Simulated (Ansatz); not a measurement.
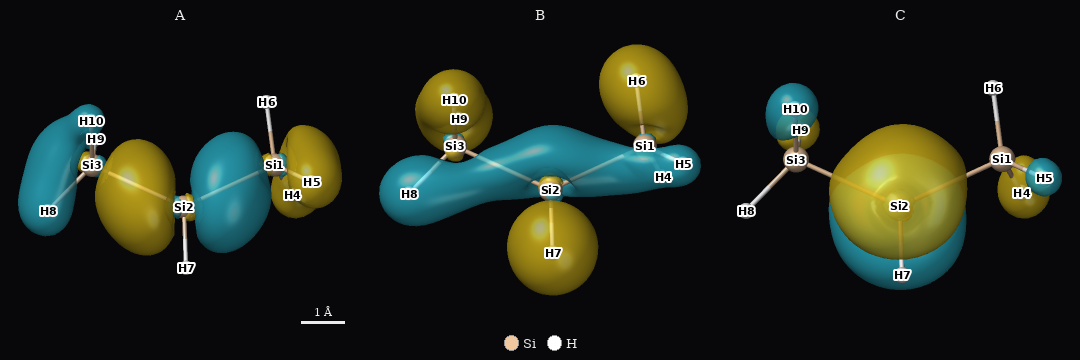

H7Si3 (charge +1). Three frontier orbitals at ±0.1 Å⁻³ᐟ² (yellow and cyan are the two phases), in no order.

Level of theory: Ansatz, RKS revPBE-D4/6-31G*.

```yaml
atoms:
  - { symbol: Si, position_ang: [-1.0719, 1.0654, -1.2124] }
  - { symbol: Si, position_ang: [0.3855, -0.6444, -0.4640] }
  - { symbol: Si, position_ang: [1.1752, -1.0319, 1.7379] }
  - { symbol: H, position_ang: [-2.3428, 0.2885, -1.3998] }
  - { symbol: H, position_ang: [-0.5009, 1.5458, -2.5067] }
  - { symbol: H, position_ang: [-1.1641, 2.0967, -0.1394] }
  - { symbol: H, position_ang: [0.8225, -1.6045, -1.5333] }
  - { symbol: H, position_ang: [1.8694, -2.3502, 1.7723] }
  - { symbol: H, position_ang: [-0.0511, -0.9416, 2.5886] }
  - { symbol: H, position_ang: [2.0811, 0.1445, 1.9457] }
```

Question: Order the three orbitals by energy and name them.

Answer: B is the HOMO−1 (−13.06 eV). By Hirshfeld shares it lies mainly on Si2 (about 25 %), Si3 (about 15 %), H7 (about 15 %), Si1 (about 15 %), H6 (about 10 %) and H9 (about 5 %). A is the HOMO (−12.29 eV). By Hirshfeld shares it lies mainly on Si2 (about 35 %), Si1 (about 25 %) and Si3 (about 25 %). C is the LUMO (−9.68 eV). Its weight (Hirshfeld) is mainly on Si2 (about 75 %).

Question: What is the HOMO–LUMO gap?

Answer: 2.61 eV between the orbital energies.
